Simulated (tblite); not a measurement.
# Run report: C5H12OSi (charge +1), geometry relaxation (part 1 of 3)

System: C5H12OSi, charge +1, multiplicity 2.
Method: GFN2-xTB geometry optimisation, gas phase (tblite 0.8.0).

It belongs to a series of runs on one base structure; here: electron removed.

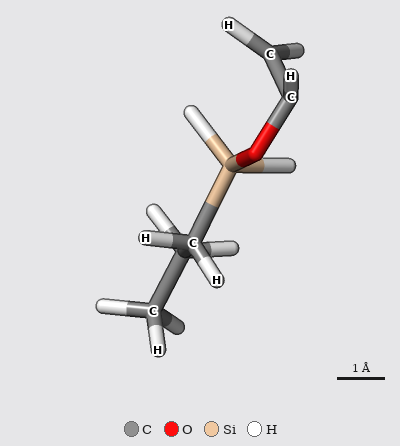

Fig. 1: The structure as given in the input (stick view, seen at an oblique angle).

## The input
```
{"job": {"kind": "relax", "xc": "GFN2-xTB", "basis": "xTB"}, "charge": 1, "multiplicity": 2}
C     -3.376900     0.182100     0.186000
C     -3.119700    -1.272100     0.438000
O     -1.794300    -1.607700     0.061200
Si    -0.813100    -0.211600     0.202900
C      0.997900    -0.586600    -0.072200
C      1.745100     0.654100     0.311400
C      3.232700     0.553200     0.144100
H     -3.294800     0.914400     1.012800
H     -3.656300     0.501700    -0.811300
H     -3.876000    -1.932300    -0.006100
H     -1.333400     0.802100    -0.712600
H     -0.939400     0.258500     1.601100
H      1.083900    -0.762100    -1.181400
H      1.314100    -1.508800     0.403900
H      1.506400     0.885100     1.375900
H      1.375100     1.461200    -0.372000
H      3.620200     1.049600    -0.761100
H      3.684000     1.109900     1.014200
H      3.634600    -0.481500     0.188100
```

The first line tells a small driver script what to run in tblite; the rest is the geometry in Å.

Command:
```bash
OMP_NUM_THREADS=1 python <driver script> task.json out
```

## The program's output
```
step      E/eV     max force
  0    -599.72473    5.698
  1    -600.56123    3.715
  2    -600.94653    4.008
  3    -601.15141    1.343
  4    -601.24353    1.279
  5    -601.33397    1.518
  6    -601.46579    1.197
  7    -601.61417    1.428
  8    -601.75641    1.484
  9    -601.91121    1.354
 10    -602.00380    1.003
 11    -602.08953    0.810
 12    -602.15341    0.848
 13    -602.23105    1.183
 14    -602.29112    1.007
 15    -602.36557    0.707
 16    -602.41199    0.552
 17    -602.43721    0.583
 18    -602.46691    0.498
 19    -602.49963    0.464
 20    -602.52677    0.459
 21    -602.54855    0.571
 22    -602.56859    0.543
 23    -602.59588    0.431
 24    -602.63003    0.521
 25    -602.65713    0.474
 26    -602.67647    0.409
 27    -602.70036    0.455
 28    -602.73821    0.551
 29    -602.77403    0.477
 30    -602.80247    0.505
 31    -602.83282    0.413
 32    -602.85788    0.437
 33    -602.87708    0.332
 34    -602.89075    0.238
 35    -602.90248    0.197
 36    -602.91037    0.303
 37    -602.91556    0.383
 38    -602.92339    0.178
 39    -602.93016    0.173
 40    -602.93616    0.188
 41    -602.94245    0.217
 42    -602.95019    0.217
 43    -602.95891    0.188
 44    -602.97004    0.219
 45    -602.98063    0.223
 46    -602.98778    0.205
 47    -602.99254    0.181
 48    -602.99689    0.151
 49    -603.00157    0.161
 50    -603.00638    0.197
 51    -603.01158    0.261
 52    -603.01791    0.298
 53    -603.02653    0.258
 54    -603.03688    0.222
 55    -603.04726    0.201
 56    -603.05674    0.264
 57    -603.06524    0.297
 58    -603.07459    0.324
 59    -603.08453    0.196
 60    -603.09157    0.204
 61    -603.09645    0.164
 62    -603.10139    0.155
 63    -603.10552    0.137
 64    -603.10940    0.149
 65    -603.11241    0.125
 66    -603.11498    0.127
 67    -603.11682    0.128
 68    -603.11822    0.093
 69    -603.11933    0.073
 70    -603.12043    0.077
 71    -603.12140    0.072
 72    -603.12212    0.061
 73    -603.12280    0.069
 74    -603.12372    0.074
 75    -603.12510    0.106
 76    -603.12691    0.119
 77    -603.12891    0.091
 78    -603.13098    0.114
 79    -603.13330    0.126
 80    -603.13590    0.169
 81    -603.13862    0.176
 82    -603.14080    0.103
 83    -603.14232    0.060
 84    -603.14309    0.064
 85    -603.14389    0.077
 86    -603.14470    0.070
 87    -603.14574    0.073
 88    -603.14710    0.088
 89    -603.14868    0.118
 90    -603.15012    0.107
 91    -603.15120    0.080
 92    -603.15207    0.062
 93    -603.15285    0.107
 94    -603.15367    0.090
 95    -603.15436    0.054
 96    -603.15486    0.049
 97    -603.15538    0.064
 98    -603.15595    0.090
 99    -603.15656    0.069
100    -603.15710    0.042
101    -603.15752    0.055
102    -603.15783    0.056
103    -603.15812    0.047
104    -603.15845    0.040
105    -603.15884    0.040
106    -603.15922    0.037
107    -603.15961    0.043
108    -603.16005    0.047
109    -603.16063    0.048
110    -603.16147    0.065
111    -603.16242    0.126
112    -603.16360    0.087
113    -603.16456    0.069
114    -603.16526    0.069
115    -603.16553    0.044
116    -603.16600    0.057
117    -603.16655    0.069
118    -603.16723    0.101
119    -603.16808    0.112
120    -603.16903    0.148
121    -603.17003    0.084
122    -603.17128    0.072
123    -603.17258    0.087
124    -603.17340    0.074
125    -603.17419    0.081
126    -603.17452    0.087
127    -603.17519    0.048
128    -603.17560    0.038
129    -603.17606    0.043
130    -603.17638    0.051
131    -603.17671    0.045
132    -603.17707    0.040
133    -603.17742    0.037
134    -603.17777    0.046
135    -603.17808    0.044
136    -603.17831    0.030
137    -603.17844    0.028
138    -603.17852    0.025
139    -603.17860    0.020
140    -603.17868    0.016
141    -603.17877    0.017
142    -603.17884    0.020
143    -603.17890    0.021
144    -603.17896    0.017
145    -603.17901    0.016
146    -603.17909    0.020
147    -603.17919    0.023
148    -603.17934    0.022
149    -603.17951    0.036
150    -603.17966    0.020
151    -603.17977    0.032
152    -603.17986    0.020
153    -603.17996    0.022
154    -603.18011    0.024
155    -603.18022    0.024
156    -603.18031    0.032
157    -603.18037    0.019
158    -603.18043    0.031
159    -603.18049    0.015
160    -603.18054    0.016
161    -603.18058    0.015
162    -603.18063    0.015
163    -603.18071    0.017
164    -603.18080    0.023
165    -603.18093    0.025
166    -603.18110    0.034
167    -603.18131    0.036
168    -603.18149    0.027
169    -603.18162    0.023
170    -603.18170    0.020
171    -603.18177    0.015
172    -603.18183    0.019
173    -603.18187    0.017
174    -603.18191    0.018
175    -603.18193    0.013
176    -603.18194    0.007
```

## Trajectory as extended XYZ (Å, eV, eV/Å), 26 of the 177 frames kept, from step=0 to step=176
```
19
Properties=species:S:1:pos:R:3:forces:R:3 step=0 energy=-599.72473
C    -3.3769    0.1821    0.1860    0.8720  -1.4140   1.7990
C    -3.1197   -1.2721    0.4380    2.8820   1.7170  -4.6060
O    -1.7943   -1.6077    0.0612   -3.6510   1.1390   2.6450
Si   -0.8131   -0.2116    0.2029   -0.1360  -0.2120   0.9920
C     0.9979   -0.5866   -0.0722   -0.4200  -0.6390  -1.8020
C     1.7451    0.6541    0.3114   -0.4390   0.7970   0.0260
C     3.2327    0.5532    0.1441    1.7110   0.2340   0.7260
H    -3.2948    0.9144    1.0128    0.0870  -0.4810  -0.8160
H    -3.6563    0.5017   -0.8113   -1.0100  -0.2300   0.4480
H    -3.8760   -1.9323   -0.0061    0.3580  -0.2750   0.5210
H    -1.3334    0.8021   -0.7126   -0.2120  -0.0790  -0.2860
H    -0.9394    0.2585    1.6011   -0.0580  -0.1610  -0.2130
H     1.0839   -0.7621   -1.1814    0.3550   0.0070   0.7700
H     1.3141   -1.5088    0.4039    0.1480   0.0000   0.2610
H     1.5064    0.8851    1.3759    0.0920   0.1220  -0.7940
H     1.3751    1.4612   -0.3720    0.2390  -0.2800   0.9420
H     3.6202    1.0496   -0.7611   -0.2790  -0.3800   0.3180
H     3.6840    1.1099    1.0142   -0.1290  -0.5110  -0.8570
H     3.6346   -0.4815    0.1881   -0.4100   0.6440  -0.0730
19
Properties=species:S:1:pos:R:3:forces:R:3 step=7 energy=-601.61417
C    -3.4262    0.1768    0.1237    0.0990  -0.5540   0.0330
C    -3.0491   -1.1822    0.0650   -0.1360   0.5090   1.1570
O    -1.8404   -1.5503    0.3834   -0.9540   0.6920  -0.5230
Si   -0.7792   -0.1870    0.3006    0.0860  -0.2890   0.4280
C     1.0231   -0.6041   -0.1481   -0.1250  -0.0870  -0.3450
C     1.7572    0.6497    0.2868   -0.0460   0.7230   0.1950
C     3.2659    0.5606    0.1622    0.7780   0.0130   0.0730
H    -3.2158    0.8608    0.9890    0.0860  -0.7810  -1.1920
H    -4.0272    0.5499   -0.6998   -0.4710  -0.0320   0.5740
H    -3.8312   -1.9672   -0.0468    0.7590   0.4070  -0.5680
H    -1.3402    0.7031   -0.7380    0.0140  -0.1380   0.0840
H    -0.9601    0.2549    1.6937    0.2430   0.0510  -0.1860
H     1.1864   -0.8131   -1.2246   -0.1010   0.0950   0.5310
H     1.3417   -1.4791    0.4216    0.0670  -0.0030  -0.0130
H     1.5001    0.8927    1.3131    0.0360  -0.2030   0.2870
H     1.3963    1.5152   -0.2752    0.0810  -0.0970  -0.1800
H     3.6126    1.0012   -0.7745   -0.0270  -0.1310   0.1050
H     3.7632    1.1009    0.9944   -0.3550  -0.2830  -0.5010
H     3.6131   -0.4737    0.1965   -0.0340   0.1070   0.0410
19
Properties=species:S:1:pos:R:3:forces:R:3 step=14 energy=-602.29112
C    -3.6460    0.1484    0.0280    0.1270   0.0600   0.4210
C    -3.1724   -1.0985    0.0140    0.8320  -0.5490   0.1420
O    -1.9452   -1.3633    0.5376   -0.5480  -0.0950  -0.4930
Si   -0.7749   -0.2203    0.4308   -0.1210  -0.0760   0.3140
C     1.0869   -0.5541   -0.1061   -0.1660  -0.3430  -0.3800
C     1.7880    0.7018    0.3158   -0.0380   0.2560   0.0800
C     3.2936    0.5319    0.1227    0.6390   0.0130   0.2050
H    -3.0475    0.8034    0.6515   -0.5430   0.3900  -0.2420
H    -4.5717    0.4955   -0.3887   -0.0340  -0.1830   0.0020
H    -3.6353   -1.9887   -0.3815   -0.2730   0.0080  -0.0500
H    -1.2888    0.5483   -0.6848    0.1840   0.4890  -0.4230
H    -0.8077    0.3098    1.7929    0.3340  -0.0080   0.0190
H     1.2154   -0.7938   -1.1672   -0.2240   0.2240   0.1060
H     1.4125   -1.4293    0.4401    0.0530  -0.1600   0.3300
H     1.5606    0.8550    1.3688    0.1870   0.2860   0.0200
H     1.4593    1.5670   -0.2676   -0.0370  -0.1130   0.2030
H     3.6452    0.9160   -0.8350   -0.1690  -0.1460   0.0640
H     3.8035    1.0861    0.9264   -0.1540  -0.1010  -0.2720
H     3.6150   -0.5058    0.2250   -0.0480   0.0500  -0.0470
19
Properties=species:S:1:pos:R:3:forces:R:3 step=21 energy=-602.54855
C    -3.7080    0.0955    0.0666   -0.0260   0.1220  -0.0460
C    -3.1592   -1.1199   -0.0027    0.1670  -0.0170  -0.1070
O    -1.9042   -1.4013    0.4270   -0.2780   0.4510  -0.2140
Si   -0.7972   -0.1951    0.4389    0.0280   0.1100   0.0070
C     1.0814   -0.5601   -0.0507    0.0470   0.0600  -0.0120
C     1.8074    0.6963    0.3495    0.0290   0.0770   0.0170
C     3.3201    0.5031    0.1223    0.0280   0.0250  -0.0150
H    -3.1712    0.9110    0.5176   -0.0840   0.0660   0.1580
H    -4.6936    0.3348   -0.2953    0.0100  -0.2730   0.0040
H    -3.6814   -1.9504   -0.4486   -0.0020  -0.2840   0.1330
H    -1.1650    0.6625   -0.7018    0.1060   0.0950   0.1420
H    -0.6498    0.3094    1.8056   -0.1440  -0.1240  -0.0550
H     1.1132   -0.7313   -1.1267    0.0920  -0.1100   0.1200
H     1.4164   -1.4366    0.5008   -0.0600   0.0090  -0.0570
H     1.6536    0.9321    1.4007   -0.0240  -0.1120   0.0350
H     1.4561    1.5466   -0.2325    0.0470   0.0230  -0.0170
H     3.6146    0.8509   -0.8630   -0.0330  -0.0810  -0.0410
H     3.8247    1.0961    0.8860    0.1070  -0.0960  -0.1160
H     3.6324   -0.5345    0.2290   -0.0100   0.0590   0.0640
19
Properties=species:S:1:pos:R:3:forces:R:3 step=28 energy=-602.73821
C    -3.8586    0.0593    0.0081   -0.1230   0.0020   0.3270
C    -3.1686   -1.0818   -0.1024   -0.2360  -0.0230   0.1290
O    -1.8874   -1.2056    0.2486    0.1010  -0.1490   0.0400
Si   -0.7500   -0.0657    0.4297   -0.1200   0.3570   0.0030
C     1.1015   -0.5396   -0.0023    0.1520   0.0610  -0.0530
C     1.8645    0.7142    0.3891    0.0090  -0.1160   0.0120
C     3.3569    0.4716    0.0938   -0.1170  -0.1060   0.0070
H    -3.4073    0.9516    0.4459   -0.2630  -0.3300  -0.3540
H    -4.9210    0.0480   -0.1910    0.2120   0.1780  -0.0550
H    -3.6478   -2.0141   -0.3934    0.1940   0.0810  -0.0500
H    -0.9755    0.9196   -0.6439   -0.0560   0.0970   0.2870
H    -0.6470    0.2123    1.8756   -0.1470  -0.0800  -0.2750
H     1.1385   -0.7677   -1.0700    0.1250   0.1030   0.1170
H     1.3894   -1.4297    0.5573    0.0030   0.1480   0.0430
H     1.7269    0.9276    1.4530    0.1040  -0.0740  -0.1480
H     1.5049    1.5786   -0.1794    0.1690  -0.1480   0.1220
H     3.5668    0.7136   -0.9434    0.1070  -0.0640   0.0240
H     3.9672    1.0802    0.7634   -0.1260   0.0790  -0.1290
H     3.6366   -0.5632    0.2841    0.0100  -0.0150  -0.0490
19
Properties=species:S:1:pos:R:3:forces:R:3 step=35 energy=-602.90248
C    -4.0705   -0.0685    0.0161   -0.0790  -0.0260  -0.1580
C    -3.1978   -1.0698   -0.1336   -0.1900   0.0280   0.0030
O    -1.8771   -0.9571    0.0403   -0.1130  -0.1450   0.0400
Si   -0.7490    0.1334    0.3899    0.1270  -0.0330  -0.0620
C     1.1146   -0.4841    0.0573   -0.0130  -0.0560  -0.0370
C     1.9595    0.7010    0.4379   -0.0370  -0.0530  -0.0240
C     3.4075    0.3881    0.0388   -0.0580  -0.0250  -0.0120
H    -3.7624    0.9374    0.2492    0.0710  -0.0390   0.0080
H    -5.1324   -0.2325   -0.0913    0.1760  -0.0650   0.0200
H    -3.5250   -2.0851   -0.3410    0.1240   0.0650  -0.0120
H    -0.8159    1.3357   -0.4344   -0.1690   0.0550   0.0840
H    -0.7246    0.0885    1.8478    0.0060   0.1010   0.1210
H     1.2251   -0.7632   -0.9864   -0.0920   0.0980  -0.1370
H     1.3351   -1.3621    0.6601   -0.1410   0.0280   0.1020
H     1.8774    0.8789    1.5088    0.1270   0.0490   0.0090
H     1.6390    1.5950   -0.0944    0.0960   0.0970   0.0490
H     3.5545    0.5038   -1.0300    0.0010  -0.0690  -0.0480
H     4.0581    1.0909    0.5540    0.0410   0.0320   0.0280
H     3.6739   -0.6209    0.3336    0.1220  -0.0430   0.0270
19
Properties=species:S:1:pos:R:3:forces:R:3 step=42 energy=-602.95019
C    -4.0928   -0.0876   -0.0281    0.0310  -0.1740   0.0790
C    -3.2067   -1.0784   -0.1441    0.1970  -0.0760  -0.0520
O    -1.8848   -0.9449    0.0414   -0.0300   0.0240   0.0000
Si   -0.7634    0.1592    0.3902   -0.0410   0.0880   0.0840
C     1.0984   -0.4581    0.0548   -0.1270   0.0770   0.0250
C     1.9921    0.6878    0.4419   -0.0110   0.0480   0.0330
C     3.4296    0.3553    0.0225    0.0630  -0.0150  -0.0060
H    -3.8007    0.9210    0.2062    0.0240   0.0140  -0.0340
H    -5.1423   -0.3070   -0.0876   -0.0510   0.0510  -0.1000
H    -3.4906   -2.1072   -0.3515    0.0060   0.1160   0.0210
H    -0.8919    1.4236   -0.3274   -0.0870  -0.0300  -0.0140
H    -0.7310    0.1227    1.8506    0.0050   0.0370   0.1090
H     1.1913   -0.7206   -1.0002   -0.0220  -0.0040   0.1190
H     1.2503   -1.3315    0.6897    0.0140   0.0090  -0.1640
H     1.9644    0.8763    1.5122   -0.0640  -0.1310   0.1190
H     1.7093    1.6173   -0.0513    0.0010   0.0010  -0.1070
H     3.5536    0.4217   -1.0520    0.0370  -0.0090  -0.0850
H     4.0693    1.0917    0.5042    0.1040   0.0340  -0.0790
H     3.7361   -0.6320    0.3515   -0.0510  -0.0610   0.0530
```
